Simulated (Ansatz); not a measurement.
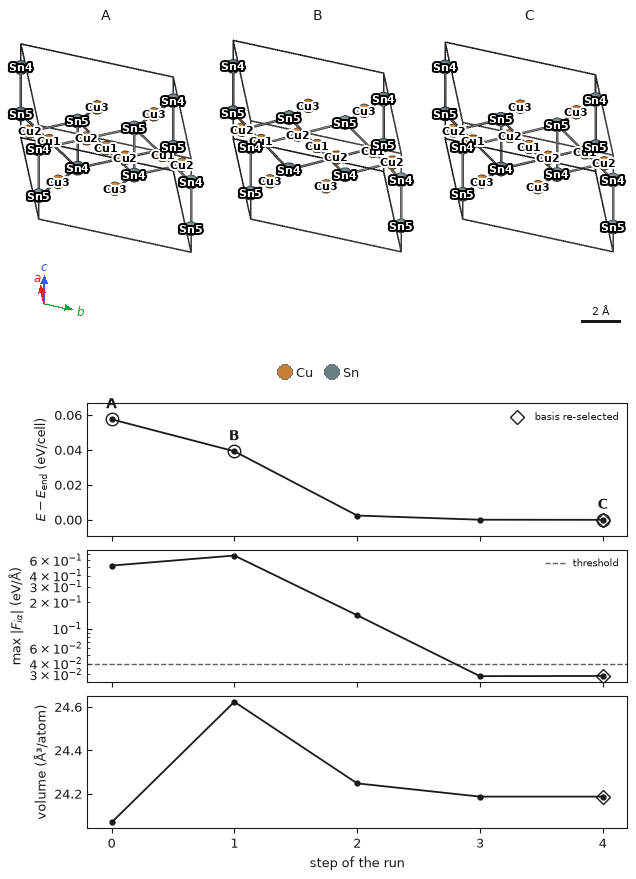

Frames of a relaxation of solid Cu3Sn2 (a generated structure, set up in R-3m) (coarse preliminary run), marked on the history of the run. The picture is a ball-and-stick view of the conventional cell (3 times the calculation's cell), seen from a free direction. Lengths and directions refer to the drawn axes.

The calculation used Ansatz, DFT PBE, scalar-relativistic, plane waves, PAW.

The input:
```yaml
crystal:
  lattice:
    - [4.3206044846, 2.4945021623, 1.8609817714]
    - [-4.3206044846, 2.4945021623, 1.8609817714]
    - [0.0, -4.9890043245, 1.8609817714]
  atoms:
    - { symbol: Cu, position: [0.0, 0.5, 0.0] }
    - { symbol: Cu, position: [0.0, 0.0, 0.5] }
    - { symbol: Cu, position: [0.5, 0.0, 0.0] }
    - { symbol: Sn, position: [0.7487379965, 0.7487379965, 0.7487379965] }
    - { symbol: Sn, position: [0.2512620035, 0.2512620035, 0.2512620035] }
basis:
  ecutwfc: 420
kpoints:
  mp_grid: { grid: [6, 6, 6] }
hamiltonian:
  xc: pbe
scf:
  occupations: { method: gaussian, width: 0.1 }
  lower_state_search: "off"
output:
  forces: true
  stress: true
  eigenvalues: true
relax:
  adjacent_minimum: "off"
  f_tol: 0.04
  max_steps: 70
  cell: { stress_tol: 0.4 }
```

Launched with:
```bash
ansatz run input.yaml --threads 1 --pin off --max-ram 2560MiB --backend cpu --events-out ev --progress --plain --runs-dir out
```

Question: What happens along the run?

Answer: Over 3 accepted moves (4 points after the start) the energy falls by 57.6 meV per cell of the calculation. Largest force component: 0.52 eV/Å at the start, 0.029 eV/Å at the end. Pressure: 0.37 GPa at the start and 0.08 GPa at the end. At 1 point the geometry stayed and the basis and grid were re-selected for the new cell (energy shift of 0.1 meV per cell of the calculation at most each time). The largest moves relative to the cell, 0.032 Å, are those of Sn4 and Sn5. Sn5 goes along +c. Cu stays in place. The drawn cell changes as follows: a = b 8.641 → 8.531 Å (−1.3 %), c 5.583 → 5.757 Å (+3.1 %); the volume changes by +0.5 %. Among the contacts that change: Sn4–Sn5 2.806 → 2.957 Å, Sn4–Sn5 (another image) 2.777 → 2.800 Å, Cu1–Sn4 2.539 → 2.517 Å. The space group stays R-3m (No. 166). Cost: 66 s on 1 thread of Arm Neoverse V1 (shared host), peak memory 0.47 GiB. From step 0 to 1: Sn atoms move most (0.08 Å), volume +2.3 %, energy −18.3 meV per cell of the calculation. From step 1 to 4: Sn atoms move most (0.05 Å), volume −1.8 %, energy −39.3 meV per cell of the calculation.

| step | E − E(0), meV/atom | largest force component, eV/Å | pressure, GPa | volume, Å³/atom | note |
| --- | --- | --- | --- | --- | --- |
| 0 | 0.00 | 0.5215 | 0.37 | 24.069 |  |
| 1 | -3.66 | 0.6785 | -0.74 | 24.624 |  |
| 2 | -11.03 | 0.1419 | -0.03 | 24.249 |  |
| 3 | -11.51 | 0.0287 | 0.08 | 24.188 |  |
| 4 | -11.52 | 0.0289 | 0.08 | 24.188 | same geometry, new basis |
